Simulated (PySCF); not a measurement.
## A study: C₄H₃FN₂, SMILES `N#C/C=C(/F)C=N`

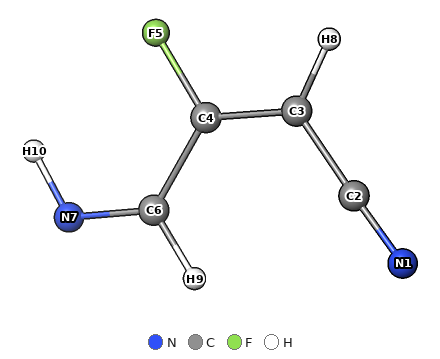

The molecule, with its atoms numbered as below. No frequency check shows the geometry to be a minimum.

Coordinates in Å:

```
N1      -2.8474    0.7068    0.0000
C2      -1.9380    0.0084    0.0000
C3      -0.8502   -0.8790    0.0000
C4       0.4234   -0.4585    0.0000
F5       1.4079   -1.3739    0.0000
C6       0.8746    0.9373    0.0000
N7       2.0624    1.3448    0.0000
H8      -1.0875   -1.9347    0.0000
H9       0.0773    1.6746    0.0000
H10      2.7758    0.6148    0.0000
```

Part 1: Excited states

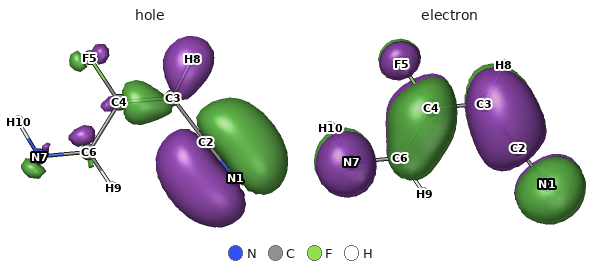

Leading natural transition orbital pair of S₃ (full linear response singlet states); the surfaces enclose about 85 % of each orbital's density.

Computed with PySCF, CAM-B3LYP/6-31+G*, geometry: GFN2-xTB.

Q: Give its energy and the atoms that hole and electron lie on.

A: 6.28 eV (197 nm), f = 0.000 (very weak); the leading pair carries 95 %; hole on N1 (48 %), C2 (34 %) and C3 (6 %), electron on C4 (21 %), N1 (19 %) and C3 (17 %); their centroids lie 1.6 Å apart. In canonical orbitals it is mainly HOMO−2 → LUMO (87 %). The HOMO–LUMO gap is 7.92 eV.

Part 2: In an electric field

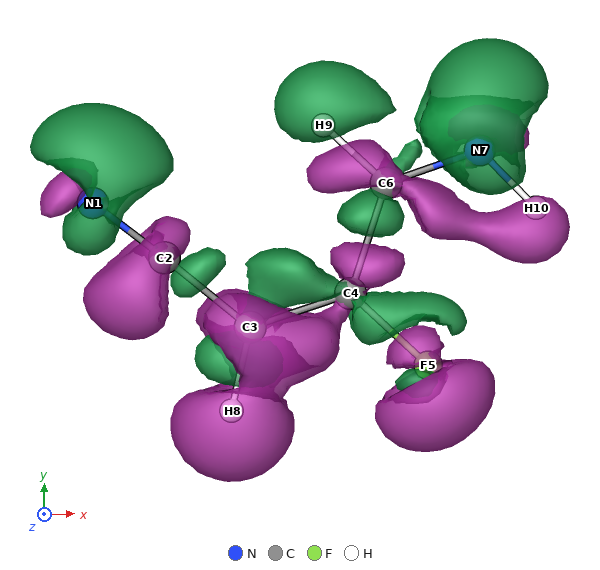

Change of the electron density in a uniform field of 0.26 V/Å, surfaces at ±0.002 e/Å³ (green: gain, purple: loss).

Method: PBE/aug-cc-pVDZ; geometry: GFN2-xTB; program: PySCF.

Q: Along which Cartesian direction does the field point?

A: Along −y: electrons gather on the +y side, against the field.

Q: How large is the response?

A: The induced dipole is 0.79 D (along the field); α along this axis, from the fields in both directions, is 62 bohr³ (9.1 Å³).

Q: Which atoms gain and lose the most charge?

A: Electrons gather most on N7 (Hirshfeld charge changes by −0.016 e) and leave H8 most (+0.012 e); 0.070 electrons are displaced in all.

Part 3: The π system

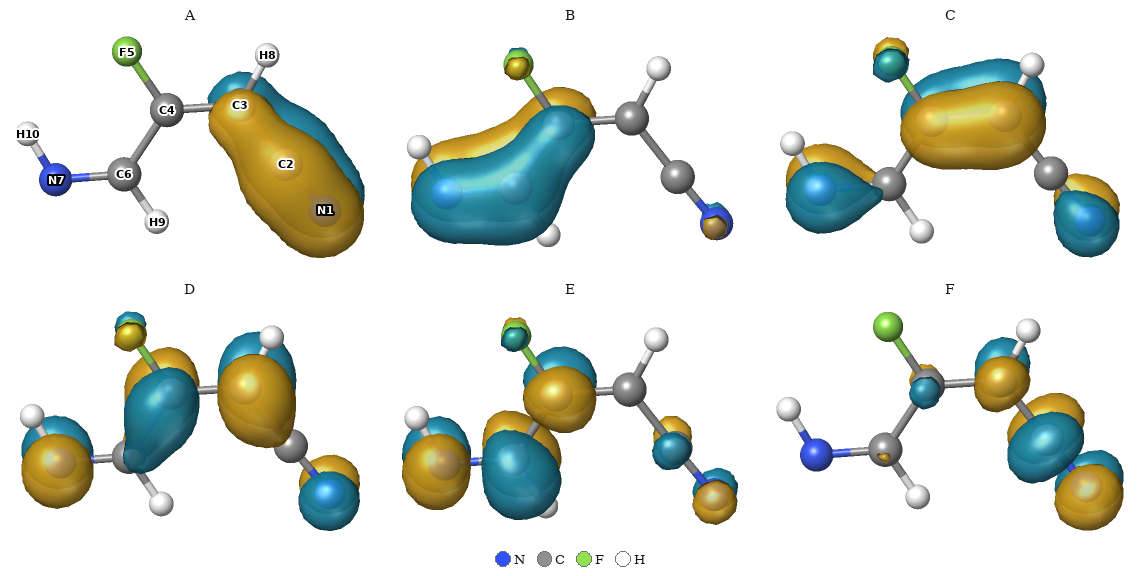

Natural orbitals of the π active space, CASSCF(6,6), triplet state at the geometry of the singlet, in order of falling occupation. The active space holds only one of the two perpendicular π systems.

Level of theory: def2-SVP basis (PySCF), at a geometry from GFN2-xTB.

Q: What are the natural occupation numbers?

A: A 1.93, B 1.88, C 1.05, D 0.95, E 0.12, F 0.07.

Q: Where does the lowest triplet lie relative to the singlet, at this geometry and within this active space?

A: 3.50 eV above it by strongly contracted NEVPT2 (+3.45 eV by CASSCF); a small basis tends to put such gaps a few tenths of an eV too high. This is a vertical energy for π states alone; a state that uses lone pairs or σ orbitals may lie lower.

The PySCF runs shown took 15 min, 110 s and 44 s on 1 thread of Intel(R) Xeon(R) Processor @ 2.70GHz, with other jobs on the host.
